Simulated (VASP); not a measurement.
Energy against volume of CsSnI3 (cubic perovskite). These are revTPSS meta-GGA, VASP's PBE PAW potentials (set 64) (plane waves; VASP) values and carry that method's errors.

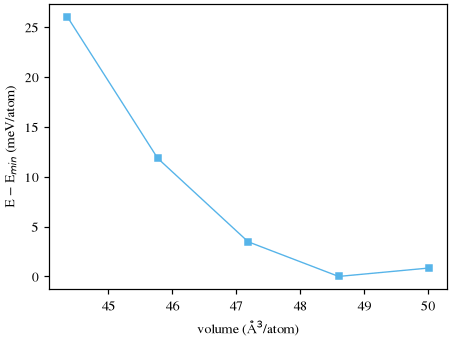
Energy against volume

### Question
Estimate the equilibrium volume and the bulk modulus.

### Answer
The minimum lies near 49.0 Å³/atom, and the curvature gives B0 of about 16 GPa.

The compound is CsSnI3 in the cubic perovskite structure, the ideal cubic form; the compound distorts at low or room temperature. It was relaxed first.
